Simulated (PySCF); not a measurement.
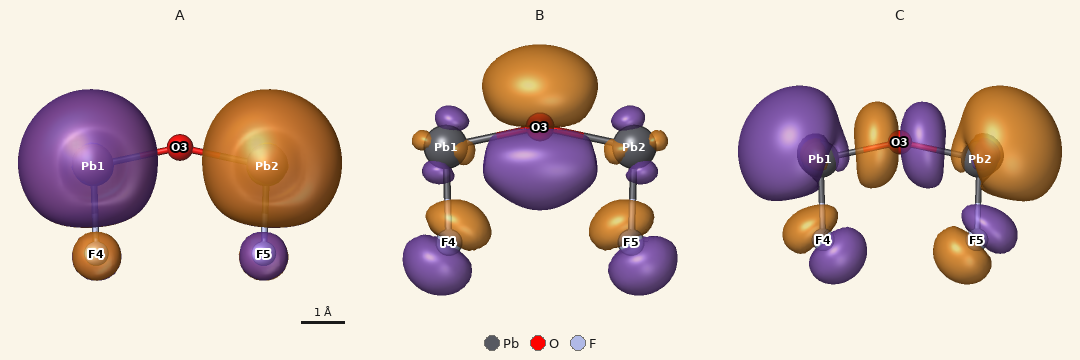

Figure. F$_{2}$OPb$_{2}$ (Pb2(O)1(F)2). Three frontier orbitals at ±0.06 Å⁻³ᐟ² (orange and purple are the two phases), in no order.

Core potentials replace the inner electrons of Pb.

Level of theory: RKS PBE0, Pb def2-SVP with ECP60, O def2-SVP, F def2-SVP; non-relativistic Hamiltonian with scalar-relativistic core potentials where named; density fitting in PySCF.

```xyz
5

Pb    0.2503    0.6023    2.0364
Pb    0.2503    0.6023   -2.0364
O     0.4168    1.0031    0.0000
F    -0.5410   -1.3018    1.9671
F    -0.5410   -1.3018   -1.9671
```

Q: Which picture is the HOMO−1, the HOMO and the LUMO?

A: B is the HOMO−1 (−7.71 eV). Its weight (Hirshfeld) is mainly on O3 (about 70 %), F4 (about 10 %) and F5 (about 10 %); it is symmetric in the molecular plane (an in-plane orbital: σ, lone-pair or in-plane π type); largely a lone pair of O3. C is the HOMO (−7.33 eV). By Hirshfeld shares it lies mainly on O3 (about 25 %), Pb1 (about 25 %), Pb2 (about 25 %), F4 (about 10 %) and F5 (about 10 %); it is symmetric in the molecular plane (an in-plane orbital: σ, lone-pair or in-plane π type). A is the LUMO (−2.34 eV). Its weight (Hirshfeld) is mainly on Pb1 (about 45 %) and Pb2 (about 45 %); it changes sign across the molecular plane (π type).

Q: What is the HOMO–LUMO gap?

A: 4.99 eV between the orbital energies.
